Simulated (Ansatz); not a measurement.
# OF (Oxygen monofluoride): U-r2SCAN0/aug-cc-pVTZ

Aim: the vertical doublet–quartet gap of OF (Oxygen monofluoride) at U-r2SCAN0/aug-cc-pVTZ, from 2 runs. 

The calculation is run with Ansatz 0.2.0.

38 further runs of the same task are left out: 38 set aside as unsound or not needed.

### Step 1. The structure to begin with

OF has 2 atoms, charge 0, and is taken as a doublet. SMILES: `[O]F`. The shape is that of a PBE0-D4/def2-TZVP optimisation.

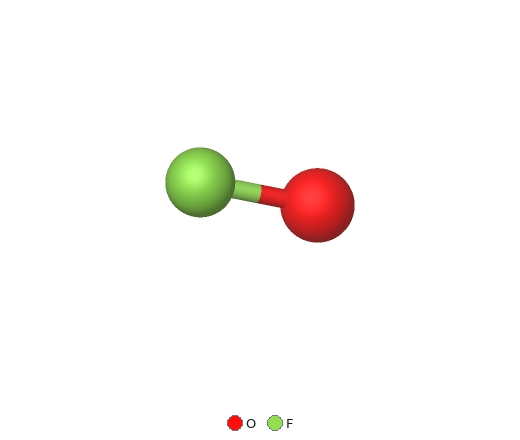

Viewed from a chosen angle; oxygen red, fluorine green.

### Step 2. A single-point energy at U-r2SCAN0/aug-cc-pVTZ

Contents of job.yaml:

```yaml
crystal:
  periodic: [false, false, false]
  atoms:
    - {symbol: O, position_ang: [0.000000, 0.000000, -0.015950]}
    - {symbol: F, position_ang: [-0.000000, -0.000000, 1.314400]}
basis:
  gaussian: {orbitals: aug-cc-pVTZ}
magnetization: {spin_polarized: true, initial_magnetization: 1}
hamiltonian: {xc: {name: r2SCAN0}}
accuracy: high
output: {orbitals: {seedname: orbitals}}
```

Started as:

```sh
ansatz run job.yaml --threads 1 --pin off --max-ram 3480MiB --events-out events.jsonl --progress --plain --runs-dir runs
```

Log:

```text
Warning: RAYON_NUM_THREADS=1 ignored (pool sized by the plan → 1); use --threads N
Functional definition: r2SCAN0
  name "r2SCAN0"
  parameter a = 0.25
  parameter k0 = 0.174
  parameter k1 = 0.065
  parameter a1 = 4.9479
  exchange = (1 - a)*r2scan_x(k0 = k0, k1 = k1, a1 = a1) + a*exact_x
  correlation = r2scan_c
1299 factors; integrals over basis functions are off by at most 3.4e-9 eV
mean field evaluation 1: about -4756.9311 eV, gradient 1.3e1 eV
mean field evaluation 2: about -4756.7039 eV, gradient 1.7e1 eV
mean field evaluation 4: about -4757.6147 eV, gradient 1.4e0 eV
mean field evaluation 8: about -4757.7093 eV, gradient 7.3e-2 eV
mean field evaluation 16: about -4757.7094 eV, gradient 5.1e-5 eV
mean field -4757.70937711 eV, -174.8425947175 hartree, gradient 9.1e-8 eV, S^2 0.755320; 0 other end points of the search recorded, 0 dependent functions left out
reference -4757.70938015 eV, -174.8425948292 hartree; 9, 8 occupied and 83, 84 virtual orbitals, 1299 factors
Total energy: -4757.70938015 eV, -174.8425948292 hartree
```

Run time: 7.2 s. Hardware: 1 thread of Arm Neoverse V1, shared host; peak memory 0.26 GiB.

### Step 3. The quartet, same level

Contents of molecule.yaml:

```yaml
crystal:
  periodic: [false, false, false]
  atoms:
    - {symbol: O, position_ang: [0.000000, 0.000000, -0.015950]}
    - {symbol: F, position_ang: [-0.000000, -0.000000, 1.314400]}
basis:
  gaussian:
    orbitals: aug-cc-pVTZ
magnetization:
  spin_polarized: true
  initial_magnetization: 3
hamiltonian:
  xc: {name: r2SCAN0}
accuracy: high
output: {orbitals: {seedname: orbitals}}
```

Started as:

```sh
ansatz run molecule.yaml --threads 1 --pin off --max-ram 3480MiB --events-out events.jsonl --progress --plain --runs-dir runs
```

Log:

```text
Warning: RAYON_NUM_THREADS=1 ignored (pool sized by the plan → 1); use --threads N
Functional definition: r2SCAN0
  name "r2SCAN0"
  parameter a = 0.25
  parameter k0 = 0.174
  parameter k1 = 0.065
  parameter a1 = 4.9479
  exchange = (1 - a)*r2scan_x(k0 = k0, k1 = k1, a1 = a1) + a*exact_x
  correlation = r2scan_c
1299 factors; integrals over basis functions are off by at most 3.4e-9 eV
mean field evaluation 1: about -4752.8981 eV, gradient 1.2e1 eV
mean field evaluation 2: about -4752.8323 eV, gradient 1.5e1 eV
mean field evaluation 4: about -4753.5577 eV, gradient 2.5e0 eV
mean field evaluation 8: about -4753.7273 eV, gradient 1.6e-1 eV
mean field evaluation 16: about -4753.7275 eV, gradient 8.5e-5 eV
mean field -4753.72749114 eV, -174.6962631071 hartree, gradient 5.3e-8 eV, S^2 3.766347; 0 other end points of the search recorded, 0 dependent functions left out
reference -4753.72749458 eV, -174.6962632337 hartree; 10, 7 occupied and 82, 85 virtual orbitals, 1299 factors
Total energy: -4753.72749458 eV, -174.6962632337 hartree
```

It took 7.2 s on 1 thread of Arm Neoverse V1, shared host; peak memory 0.26 GiB.

### Step 4. Outcome

Level: U-r2SCAN0/aug-cc-pVTZ.

| quantity | value |
| --- | --- |
| doublet: total energy | -174.84259 Eh |
| doublet: HOMO energy (highest over α and β) | -9.47 eV |
| doublet: LUMO energy (lowest over α and β) | -4.09 eV |
| doublet: ⟨S²⟩ | 0.755 |
| quartet: total energy | -174.69626 Eh |
| quartet: HOMO energy (highest over α and β) | -5.31 eV |
| quartet: LUMO energy (lowest over α and β) | -3.87 eV |
| quartet: ⟨S²⟩ | 3.766 |
| vertical energy of the quartet above the doublet | 3.982 eV |

What this shows: At this shape the quartet lies 3.98 eV (92 kcal/mol) above the doublet.
